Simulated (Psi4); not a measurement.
**Run report: SiH₂ClO, single-point calculation (part 2 of 2)**

Continued. System: SiH₂ClO, multiplicity 4, SMILES O[SiH]Cl. Method: wB97X/def2-TZVP, UKS (Psi4 1.11). The geometry is that of the parent species in another charge or spin state. The geometry comes from this level: PBE0-D4/def2-TZVP.

Geometry of the input (Å):
```
O  -0.8061  -0.4320  -0.7465
Si -0.0923  0.4798  0.4140
Cl 1.6066  -0.4408  1.1436
H  -1.0241  -1.3432  -0.5400
H  0.3160  1.7363  -0.2711
```

### What the program printed, continued
```
      23A      0.085089    24A      0.129056    25A      0.142642
      26A      0.219139    27A      0.235319    28A      0.242318
      29A      0.254837    30A      0.288060    31A      0.302479
      32A      0.318796    33A      0.361463    34A      0.404459
      35A      0.411146    36A      0.417549    37A      0.440026
      38A      0.476492    39A      0.506281    40A      0.555397
      41A      0.579999    42A      0.612305    43A      0.627947
      44A      0.632952    45A      0.653714    46A      0.695839
      47A      0.747465    48A      0.822273    49A      0.994088
      50A      1.015511    51A      1.043556    52A      1.072247
      53A      1.080206    54A      1.110602    55A      1.145674
      56A      1.157608    57A      1.186488    58A      1.246876
      59A      1.276656    60A      1.330268    61A      1.362530
      62A      1.401376    63A      1.490608    64A      1.532317
      65A      1.667856    66A      1.706075    67A      1.758219
      68A      1.770102    69A      1.803247    70A      1.859018
      71A      1.884508    72A      1.916583    73A      1.946510
      74A      2.007728    75A      2.028192    76A      2.072545
      77A      2.084209    78A      2.142266    79A      2.184969
      80A      2.200312    81A      2.229651    82A      2.258356
      83A      2.265486    84A      2.314809    85A      2.339722
      86A      2.380565    87A      2.521595    88A      2.536186
      89A      2.563451    90A      2.735399    91A      2.783142
      92A      2.817554    93A      2.930147    94A      2.980230
      95A      3.439012    96A      3.903266    97A      5.196754
      98A      5.205380    99A      5.238205   100A      5.272845
     101A      5.473195   102A      5.525938   103A      6.182695
     104A      6.242442   105A      6.326231   106A      6.421707
     107A      6.532602   108A      6.605498   109A      6.629378
     110A      6.914594   111A      7.066182   112A     10.627715
     113A     10.701574   114A     10.718342   115A     11.290350
     116A     24.783121   117A     43.425550

    Beta Occupied:

       1A   -101.606349     2A    -66.144634     3A    -19.227459
       4A     -9.654239     5A     -7.409701     6A     -7.407783
       7A     -7.404267     8A     -5.401227     9A     -3.761687
      10A     -3.753242    11A     -3.752755    12A     -1.142590
      13A     -1.008143    14A     -0.687100    15A     -0.601516
      16A     -0.522226    17A     -0.495771    18A     -0.476688
      19A     -0.446129

    Beta Virtual:

      20A     -0.223944    21A     -0.032307    22A      0.087007
      23A      0.101639    24A      0.149602    25A      0.162743
      26A      0.223823    27A      0.240678    28A      0.252087
      29A      0.273808    30A      0.302153    31A      0.319751
      32A      0.343220    33A      0.381970    34A      0.411352
      35A      0.431101    36A      0.457827    37A      0.462588
      38A      0.504368    39A      0.520579    40A      0.564423
      41A      0.591153    42A      0.621856    43A      0.639691
      44A      0.646392    45A      0.684491    46A      0.710255
      47A      0.751176    48A      0.826786    49A      1.005752
      50A      1.029442    51A      1.060560    52A      1.083342
      53A      1.097710    54A      1.125732    55A      1.155810
      56A      1.180634    57A      1.196126    58A      1.273781
      59A      1.304941    60A      1.351630    61A      1.383584
      62A      1.428189    63A      1.507695    64A      1.552452
      65A      1.679296    66A      1.722958    67A      1.773619
      68A      1.788352    69A      1.822130    70A      1.870183
      71A      1.903706    72A      1.930433    73A      1.961124
      74A      2.030508    75A      2.053403    76A      2.111482
      77A      2.130752    78A      2.172529    79A      2.216122
      80A      2.220382    81A      2.264878    82A      2.273176
      83A      2.284668    84A      2.328570    85A      2.363356
      86A      2.390510    87A      2.532658    88A      2.552918
      89A      2.593159    90A      2.748950    91A      2.797506
      92A      2.841722    93A      2.941402    94A      2.995596
      95A      3.459063    96A      3.911894    97A      5.219896
      98A      5.228745    99A      5.263048   100A      5.296383
     101A      5.491632   102A      5.539405   103A      6.192836
     104A      6.262926   105A      6.339235   106A      6.458497
     107A      6.567524   108A      6.630337   109A      6.656308
     110A      6.935883   111A      7.080108   112A     10.633429
     113A     10.718688   114A     10.726072   115A     11.297118
     116A     24.790573   117A     43.438195

    Final Occupation by Irrep:
              A
    DOCC [    19 ]
    SOCC [     3 ]
    NA   [    22 ]
    NB   [    19 ]

  @UKS Final Energy:  -825.88540218561116

   => Energetics <=

    Nuclear Repulsion Energy =            141.0093744237599367
    One-Electron Energy =               -1420.7372285350515995
    Two-Electron Energy =                 497.8318268002992113
    DFT Exchange-Correlation Energy =     -43.9893748746186475
    Empirical Dispersion Energy =           0.0000000000000000
    VV10 Nonlocal Energy =                  0.0000000000000000
    Total Energy =                       -825.8854021856110421

  UHF NO Occupations:
  HONO-2 :   20  A 1.0000000
  HONO-1 :   21  A 1.0000000
  HONO-0 :   22  A 1.0000000
  LUNO+0 :   23  A 0.0022058
  LUNO+1 :   24  A 0.0009392
  LUNO+2 :   25  A 0.0005946
  LUNO+3 :   26  A 0.0003507

Computation Completed

Properties will be evaluated at   0.000000,   0.000000,   0.000000 [a0]

Properties computed using the SCF density matrix

 Multipole Moments:

 ------------------------------------------------------------------------------------
     Multipole            Electronic (a.u.)      Nuclear  (a.u.)        Total (a.u.)
 ------------------------------------------------------------------------------------

 L = 1.  Multiply by 2.5417464519 to convert [e a0] to [Debye]
 Dipole X            :         -0.6035349            0.5526317           -0.0509032
 Dipole Y            :         -3.6530980            2.7267341           -0.9263639
 Dipole Z            :          2.4905640           -2.2625408            0.2280232
 Magnitude           :                                                    0.9553720

 ------------------------------------------------------------------------------------

	total time  =         97 seconds =       1.62 minutes

Properties will be evaluated at   0.000000,   0.000000,   0.000000 [a0]

Properties computed using the WB97X density matrix

 Multipole Moments:

 ------------------------------------------------------------------------------------
     Multipole            Electronic (a.u.)      Nuclear  (a.u.)        Total (a.u.)
 ------------------------------------------------------------------------------------

 L = 1.  Multiply by 2.5417464519 to convert [e a0] to [Debye]
 Dipole X            :         -0.6035349            0.5526317           -0.0509032
 Dipole Y            :         -3.6530980            2.7267341           -0.9263639
 Dipole Z            :          2.4905640           -2.2625408            0.2280232
 Magnitude           :                                                    0.9553720

 ------------------------------------------------------------------------------------
  Mulliken Charges: (a.u.)
   Center  Symbol    Alpha    Beta     Spin     Total
       1     O     4.24090  3.99774  0.24316 -0.23864
       2    SI     7.98365  6.27154  1.71211 -0.25519
       3    CL     8.80111  7.95061  0.85050  0.24828
       4     H     0.44775  0.32694  0.12082  0.22531
       5     H     0.52659  0.45317  0.07342  0.02024

   Total alpha = 22.00000, Total beta = 19.00000, Total charge =  0.00000

  Mayer Bond Indices:

  Total Bond Index:
  Irrep: 1 Size: 5 x 5

                 1                   2                   3                   4                   5

    1     0.00000000000000     0.82253242719069     0.24875831324263     0.77720352380046    -0.00122013116881
    2     0.82253242719069     0.00000000000000     0.77991632515012     0.27495765519929     0.93124466406172
    3     0.24875831324263     0.77991632515012     0.00000000000000     0.00548284225488     0.01638872618603
    4     0.77720352380046     0.27495765519929     0.00548284225488     0.00000000000000     0.01060366846650
    5    -0.00122013116881     0.93124466406172     0.01638872618603     0.01060366846650     0.00000000000000

  Alpha Contribution:
  Irrep: 1 Size: 5 x 5

                 1                   2                   3                   4                   5

    1     0.00000000000000     0.16960170553030    -0.00263141176079     0.35110736681787    -0.00292855150719
    2     0.16960170553030     0.00000000000000     0.32482621290987     0.25894656556823     0.45671307396108
    3    -0.00263141176079     0.32482621290987     0.00000000000000     0.00352103003994     0.00264597626596
    4     0.35110736681787     0.25894656556823     0.00352103003994     0.00000000000000     0.00801253755383
    5    -0.00292855150719     0.45671307396108     0.00264597626596     0.00801253755383     0.00000000000000

  Beta Contribution:
  Irrep: 1 Size: 5 x 5

                 1                   2                   3                   4                   5

    1     0.00000000000000     0.65293072166039     0.25138972500342     0.42609615698259     0.00170842033838
    2     0.65293072166039     0.00000000000000     0.45509011224025     0.01601108963106     0.47453159010064
    3     0.25138972500342     0.45509011224025     0.00000000000000     0.00196181221494     0.01374274992006
    4     0.42609615698259     0.01601108963106     0.00196181221494     0.00000000000000     0.00259113091267
    5     0.00170842033838     0.47453159010064     0.01374274992006     0.00259113091267     0.00000000000000

  Atomic Valences:

 #  #
 Irrep: 1
      1:    1.847274133064965
      2:    2.808651071601819
      3:    1.050546206833658
      4:    1.068247689721139
      5:    0.957016927545443

  Variable Map:
  ----------------------------------------------------------------------------
  "CURRENT ENERGY"              =>    -825.885402185611
  "CURRENT REFERENCE ENERGY"    =>    -825.885402185611
  "DD SOLVATION ENERGY"         =>       0.000000000000
  "DFT FUNCTIONAL TOTAL ENERGY" =>    -825.885402185611
  "DFT TOTAL ENERGY"            =>    -825.885402185611
  "DFT VV10 ENERGY"             =>       0.000000000000
  "DFT XC ENERGY"               =>     -43.989374874619
  "GRID ELECTRONS ALPHA"        =>      22.000000498321
  "GRID ELECTRONS BETA"         =>      19.000000429741
  "GRID ELECTRONS TOTAL"        =>      41.000000928062
  "NUCLEAR REPULSION ENERGY"    =>     141.009374423760
  "ONE-ELECTRON ENERGY"         =>   -1420.737228535052
  "PCM POLARIZATION ENERGY"     =>       0.000000000000
  "PE ENERGY"                   =>       0.000000000000
  "SCF ITERATION ENERGY"        =>    -825.885402185611
  "SCF ITERATIONS"              =>      50.000000000000
  "SCF TOTAL ENERGY"            =>    -825.885402185611
  "TWO-ELECTRON ENERGY"         =>     497.831826800299
  "XC GRID RADIAL POINTS"       =>      99.000000000000
  "XC GRID SPHERICAL POINTS"    =>     590.000000000000
  "XC GRID TOTAL POINTS"        =>  278826.000000000000

  Array Variable Map:
  ----------------------------------------------------------------------------
  "CURRENT DIPOLE"              =>      -0.050903180613 ... 0.228023211917 1 by 3
  "SCF DIPOLE"                  =>      -0.050903180613 ... 0.228023211917 1 by 3
  "SCF TOTAL ENERGIES"          =>    -825.640146848926 ... -825.885402185611 1 by 51
  "WB97X DIPOLE"                =>      -0.050903180613 ... 0.228023211917 1 by 3

    Psi4 run time: 0:01:36.74
```

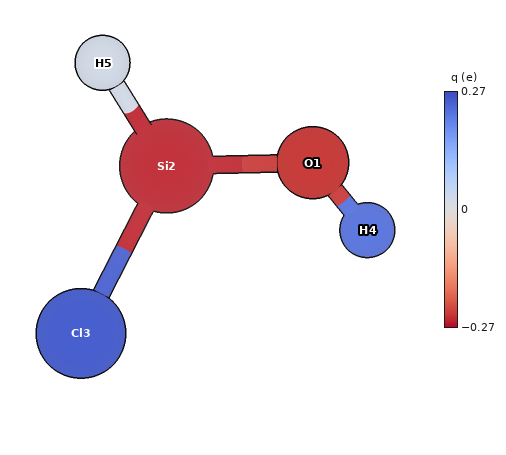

**Figure 1.** Mulliken charges, as the colour of each atom (ball-and-stick view, seen on its broad side; atoms are numbered from 1 in the order of the input). By element: O −0.24, Si −0.26, Cl +0.25 and H +0.02 to +0.23 e.

### Key numbers

| quantity | value |
| --- | --- |
| outcome | converged |
| total energy | −825.885402 hartree |
| basis functions | 117 |
| ⟨S²⟩ | 3.759 |
| dipole moment | 2.43 D |
| hardware | 1 thread of Intel Xeon (Sapphire Rapids), 192 GiB of memory available, shared host |
| wall time | 98 s |
| peak memory | 0.87 GiB |
